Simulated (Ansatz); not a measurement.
# Ga(H2O)F3 (F3GaH2O): single points with varied inputs

Aim: run Ga(H2O)F3 (F3GaH2O) under a spread of inputs, and see what each costs and gives.

The runs use Ansatz 0.2.0, Gaussian basis; the settings change from run to run.

## 1. The molecule

The geometry comes from an earlier relaxation with PBE-D4/def2-SVP; it is a stationary point, not always the lowest conformer.

7 atoms, charge 0, spin multiplicity 1.

Atoms are counted from 1 here; the program's logs count them from 0.

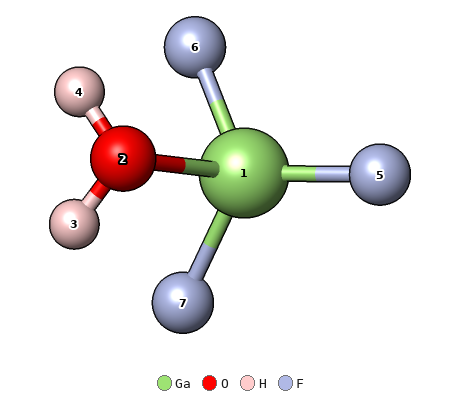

The geometry (gallium green, oxygen red, hydrogen pink, fluorine light blue); atoms are numbered from 1 in the order of the file.

As a file:

```
Ga    0.18025   -0.06269   -0.85674
O     0.19505    0.03475    1.22260
H    -0.46013   -0.66021    1.45348
H    -0.25748    0.88919    1.39565
F     1.82312   -0.29901   -1.42902
F    -0.55437    1.54559   -0.97702
F    -0.92645   -1.44761   -0.80895
```

## 2. BHLYP/def2-SVP

Set apart from the defaults: density fitting with def2-universal-jkfit, the search for lower states set to off.

Contents of in.yaml:

```yaml
crystal:
  periodic: [false, false, false]
  atoms:
    - {symbol: Ga, position_ang: [0.180253, -0.062688, -0.856736]}
    - {symbol: O, position_ang: [0.195048, 0.034752, 1.222603]}
    - {symbol: H, position_ang: [-0.460125, -0.660215, 1.453483]}
    - {symbol: H, position_ang: [-0.257478, 0.889195, 1.395651]}
    - {symbol: F, position_ang: [1.823120, -0.299014, -1.429018]}
    - {symbol: F, position_ang: [-0.554370, 1.545590, -0.977019]}
    - {symbol: F, position_ang: [-0.926448, -1.447610, -0.808954]}
basis:
  gaussian: {orbitals: def2-SVP, fitting: {mean_field: def2-universal-jkfit}}
hamiltonian: {xc: {name: BHLYP}}
scf: {lower_state_search: off}
output: {forces: true}
```

Command:

```
> ansatz run in.yaml --threads 2 --pin off --events-out ev --progress --plain --max-ram 32768MiB --backend cpu
```

The log of the run, shortened:

```text
Functional definition: BHLYP
  name "BHLYP"
  cite "Becke, J. Chem. Phys. 98, 1372 (1993) doi:10.1063/1.464304"
  cite "Becke, Phys. Rev. A 38, 3098 (1988) doi:10.1103/PhysRevA.38.3098"
  cite "Lee, Yang & Parr, Phys. Rev. B 37, 785 (1988) doi:10.1103/PhysRevB.37.785"
[...]
610 factors; integrals over basis functions are off by at most 1.7e-1 eV
[...]
mean field -62592.86989202 eV, -2300.2455415606 hartree, gradient 5.9e-6 eV, S^2 0.000000; 0 other end points of the search recorded, 0 dependent functions left out
[...]
reference -62592.87004204 eV, -2300.2455470737 hartree; 34, 34 occupied and 64, 64 virtual orbitals, 610 factors
Total energy: -62592.87004204 eV, -2300.2455470737 hartree
Atom 0 at     0.180253    -0.062688    -0.856736 Å, force     0.028188    -0.010986     0.030478 eV/Å
Atom 1 at     0.195048     0.034752     1.222603 Å, force    -1.288612     0.157942    -0.181517 eV/Å
Atom 2 at    -0.460125    -0.660215     1.453483 Å, force     0.689899     0.611036    -0.109141 eV/Å
Atom 3 at    -0.257478     0.889195     1.395651 Å, force     0.506314    -0.772843    -0.063424 eV/Å
Atom 4 at     1.823120    -0.299014    -1.429018 Å, force    -0.834808     0.119336     0.273864 eV/Å
Atom 5 at    -0.554370     1.545590    -0.977019 Å, force     0.356367    -0.800847     0.069177 eV/Å
Atom 6 at    -0.926448    -1.447610    -0.808954 Å, force     0.542652     0.696362    -0.019436 eV/Å
Dipole moment:    -0.298929     0.084297     0.869757 e Å
Checks for a lower state left out: stability, starts, cluster_reference, orbital_swaps, neighbouring_geometries, increment
```

Run time: 0.95 s. Hardware: 2 threads of AMD EPYC 7R13, shared host.

Largest force 1.311 eV/Å, dipole 4.44 D.

## 3. wPBEh/def2-SVP

This run has unrestricted orbitals, density fitting with def2-universal-jkfit.

in.yaml, as its differences from that of step 2:

```diff
@@ -12,4 +12,5 @@
   gaussian: {orbitals: def2-SVP, fitting: {mean_field: def2-universal-jkfit}}
-hamiltonian: {xc: {name: BHLYP}}
-scf: {lower_state_search: off}
+magnetization: {spin_polarized: true, initial_magnetization: 0}
+hamiltonian: {xc: {name: wPBEh}}
+scf: {omitted_lower_state_checks: [starts]}
 output: {forces: true}
```

The command is unchanged.

The log of the run, shortened:

```text
Functional definition: wPBEh
  name "wPBEh"
  cite "Heyd, Scuseria & Ernzerhof, J. Chem. Phys. 118, 8207 (2003) doi:10.1063/1.1564060"
  cite "Krukau, Vydrov, Izmaylov & Scuseria, J. Chem. Phys. 125, 224106 (2006) doi:10.1063/1.2404663"
  cite "Heyd & Scuseria, J. Chem. Phys. 120, 7274 (2004) doi:10.1063/1.1668634"
  cite "Ernzerhof & Perdew, J. Chem. Phys. 109, 3313 (1998) doi:10.1063/1.476928"
  cite "Perdew, Burke & Ernzerhof, Phys. Rev. Lett. 77, 3865 (1996) doi:10.1103/PhysRevLett.77.3865"
  parent pbe
[...]
610 factors; integrals over basis functions are off by at most 1.7e-1 eV
610 factors; integrals over basis functions are off by at most 1.8e-7 eV
[...]
mean field -62581.67628455 eV, -2299.8341840735 hartree, gradient 4.7e-5 eV, S^2 0.000000; 0 other end points of the search recorded, 0 dependent functions left out
[...]
reference -62581.67632425 eV, -2299.8341855326 hartree; 34, 34 occupied and 64, 64 virtual orbitals, 610 factors
Total energy: -62581.67632425 eV, -2299.8341855326 hartree
Atom 0 at     0.180253    -0.062688    -0.856736 Å, force     0.000362    -0.005761     0.044970 eV/Å
Atom 1 at     0.195048     0.034752     1.222603 Å, force    -0.702589     0.086680    -0.123608 eV/Å
Atom 2 at    -0.460125    -0.660215     1.453483 Å, force     0.382836     0.350552    -0.074461 eV/Å
Atom 3 at    -0.257478     0.889195     1.395651 Å, force     0.276995    -0.442199    -0.048250 eV/Å
Atom 4 at     1.823120    -0.299014    -1.429018 Å, force    -0.512509     0.073470     0.171029 eV/Å
Atom 5 at    -0.554370     1.545590    -0.977019 Å, force     0.220409    -0.488337     0.042431 eV/Å
Atom 6 at    -0.926448    -1.447610    -0.808954 Å, force     0.334496     0.425595    -0.012110 eV/Å
Dipole moment:    -0.291202     0.082854     0.862925 e Å
Checks for a lower state left out: starts
```

It took 2.7 s on 2 threads of AMD EPYC 7R13, shared host.

Largest force 0.719 eV/Å, dipole 4.39 D, ⟨S²⟩ 0.000.

## 4. MP2/def2-TZVP

This run has atoms shaken by 0.03 Å, density fitting with cc-pVTZ-jkfit.

Contents of in.yaml:

```yaml
crystal:
  periodic: [false, false, false]
  atoms:
    - {symbol: Ga, position_ang: [0.137920, -0.054511, -0.914860]}
    - {symbol: O, position_ang: [0.199081, -0.002505, 1.207115]}
    - {symbol: H, position_ang: [-0.472135, -0.687741, 1.467862]}
    - {symbol: H, position_ang: [-0.283962, 0.894939, 1.441895]}
    - {symbol: F, position_ang: [1.822580, -0.246945, -1.457187]}
    - {symbol: F, position_ang: [-0.571170, 1.586451, -0.986380]}
    - {symbol: F, position_ang: [-0.946124, -1.490776, -0.805563]}
basis:
  gaussian: {orbitals: def2-TZVP, fitting: {mean_field: cc-pVTZ-jkfit}}
hamiltonian: {xc: {name: HF}}
correlation: {method: mp2}
scf: {omitted_lower_state_checks: [starts]}
output: {forces: true}
```

Launched as before.

The log of the run, shortened:

```text
Functional definition: HF
  name "HF"
  cite "Fock, Z. Phys. 61, 126 (1930) doi:10.1007/BF01340294"
  parent pbe
[...]
583 factors; integrals over basis functions are off by at most 8.4e-1 eV
[...]
mean field -62529.39606151 eV, -2297.9129213135 hartree, gradient 1.5e-6 eV, S^2 0.000000; 0 other end points of the search recorded, 0 dependent functions left out
13 core orbitals not correlated: weight in the atoms' cores, before any rotation towards them, 1.000 or more for the frozen orbitals, at most 0.000 for the correlated occupied ones
reference -62529.39606151 eV, -2297.9129213135 hartree; 21, 21 occupied and 150, 150 virtual orbitals, 583 factors
second order -33.63895855 eV of doubles, -0.00000000 eV of singles
[...]
Total energy: -62563.03502005 eV, -2299.1491302387 hartree
Atom 0 at     0.137920    -0.054511    -0.914860 Å, force     0.170609    -0.168543     0.542945 eV/Å
Atom 1 at     0.199081    -0.002505     1.207115 Å, force    -2.180791     1.856992     0.442510 eV/Å
Atom 2 at    -0.472135    -0.687741     1.467862 Å, force     0.752831     0.529119    -0.277996 eV/Å
Atom 3 at    -0.283962     0.894939     1.441895 Å, force     1.444629    -2.353464    -0.658126 eV/Å
Atom 4 at     1.822580    -0.246945    -1.457187 Å, force    -1.141844     0.079975     0.266652 eV/Å
Atom 5 at    -0.571170     1.586451    -0.986380 Å, force     0.289364    -0.899162    -0.063921 eV/Å
Atom 6 at    -0.946124    -1.490776    -0.805563 Å, force     0.665202     0.955083    -0.252065 eV/Å
Dipole moment:    -0.333871     0.080318     0.810253 e Å
Checks for a lower state left out: starts
```

Run time: 3.3 s. Hardware: 2 threads of AMD EPYC 7R13, shared host.

Largest force 2.898 eV/Å, dipole 4.23 D.

## 5. B2PLYP/def2-SVPD

Options: relativity set to none, the search for lower states set to full.

Contents of in.yaml:

```yaml
crystal:
  periodic: [false, false, false]
  atoms:
    - {symbol: Ga, position_ang: [0.180253, -0.062688, -0.856736]}
    - {symbol: O, position_ang: [0.195048, 0.034752, 1.222603]}
    - {symbol: H, position_ang: [-0.460125, -0.660215, 1.453483]}
    - {symbol: H, position_ang: [-0.257478, 0.889195, 1.395651]}
    - {symbol: F, position_ang: [1.823120, -0.299014, -1.429018]}
    - {symbol: F, position_ang: [-0.554370, 1.545590, -0.977019]}
    - {symbol: F, position_ang: [-0.926448, -1.447610, -0.808954]}
basis:
  gaussian: {orbitals: def2-SVPD}
hamiltonian: {xc: {name: B2PLYP}, pseudopotentials: {relativity: none}}
scf: {lower_state_search: full}
```

Same command.

The log of the run, shortened:

```text
Functional definition: B2PLYP
  name "B2PLYP"
  cite "Grimme, J. Chem. Phys. 124, 034108 (2006) doi:10.1063/1.2148954"
  cite "Becke, Phys. Rev. A 38, 3098 (1988) doi:10.1103/PhysRevA.38.3098"
  cite "Lee, Yang & Parr, Phys. Rev. B 37, 785 (1988) doi:10.1103/PhysRevB.37.785"
[...]
1403 factors; integrals over basis functions are off by at most 9.8e-4 eV
[...]
mean field -62572.48531230 eV, -2299.4964220733 hartree, gradient 2.5e-6 eV, S^2 0.000000; 0 other end points of the search recorded, 0 dependent functions left out
13 core orbitals not correlated: weight in the atoms' cores, before any rotation towards them, 1.000 or more for the frozen orbitals, at most 0.000 for the correlated occupied ones
reference -62572.48549075 eV, -2299.4964286312 hartree; 21, 21 occupied and 112, 112 virtual orbitals, 1403 factors
second order -33.81641693 eV of doubles, -0.00000000 eV of singles
Total energy: -62581.61592333 eV, -2299.8319658394 hartree
```

It took 4.4 s on 2 threads of AMD EPYC 7R13, shared host.

## 6. The runs in one table

```csv
level,charge,multiplicity,geometry,functions,energy (eV),time
BHLYP/def2-SVP,0,1,relaxed,98,-62592.870,0.95 s
wPBEh/def2-SVP,0,1,relaxed,98,-62581.676,2.7 s
MP2/def2-TZVP,0,1,shaken,184,-62563.035,3.3 s
B2PLYP/def2-SVPD,0,1,relaxed,146,-62581.616,4.4 s
```

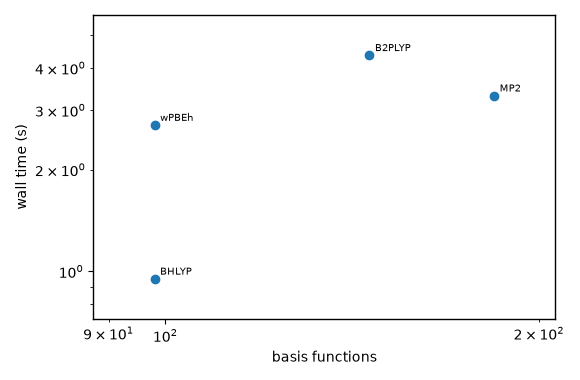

Wall time against the number of basis functions (shared host).

## 7. Summary of results

| quantity | value |
| --- | --- |
| runs | 4 |
| quickest | BHLYP/def2-SVP, 0.95 s |
| slowest | B2PLYP/def2-SVPD, 4.4 s |
| spread of total energies, same state and geometry | 11.3 eV |
| dipole, same state and geometry | 4.39 to 4.44 D |

What this shows: Run time spans a factor of 5, from BHLYP/def2-SVP to B2PLYP/def2-SVPD. The jobs differ in tasks and options as well as level. Total energies at one charge and spin differ by 11 eV between levels, so only differences within one level mean anything. At the PBE-D4/def2-SVP geometry and in the same state, runs without warnings or point charges leave forces up to 1.31 eV/Å (BHLYP/def2-SVP), against 2.9 eV/Å where the atoms were moved.
